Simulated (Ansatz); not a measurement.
Profile along the Cd–Cd line in Cd (hcp, Mg type)

Cd (hcp, Mg type)

```xyz
2
Lattice="2.9621 0.0000 0.0000 -1.4810 2.5652 0.0000 0.0000 0.0000 5.8011" Properties=species:S:1:pos:R:3 pbc="T T T"
Cd     0.0000     1.7101     4.3508
Cd     1.4810     0.8551     1.4503
```

Fields along a shortest Cd–Cd line of a (1 -1 0 0) plane (2.96 Å), from Cd to Cd, interpolated on the slice's grid (step about 0.3 Å). Computed with r2SCAN (plane waves to 500 eV, PAW, scalar-relativistic; Ansatz, a quantum-chemistry and plane-wave program). k mesh 18×18×8. Near the nuclei the fields are pseudised (PAW); where an atom keeps semicore shells as valence, they peak there. Cd was relaxed with its symmetry unable to fall. The PAW data are Ansatz's earlier set.

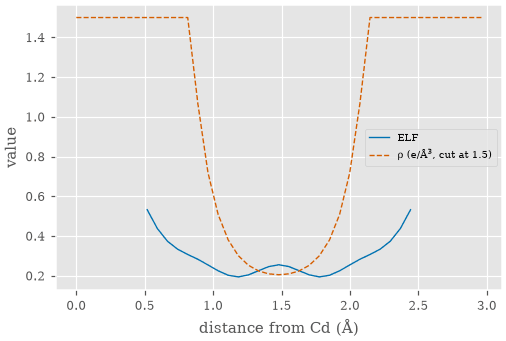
*ELF (away from the nuclei) and valence density from Cd to Cd.*

Density on the Cd–Cd line (2.96 Å) at its midpoint: 0.21 e/Å³. ELF at that point: 0.26.
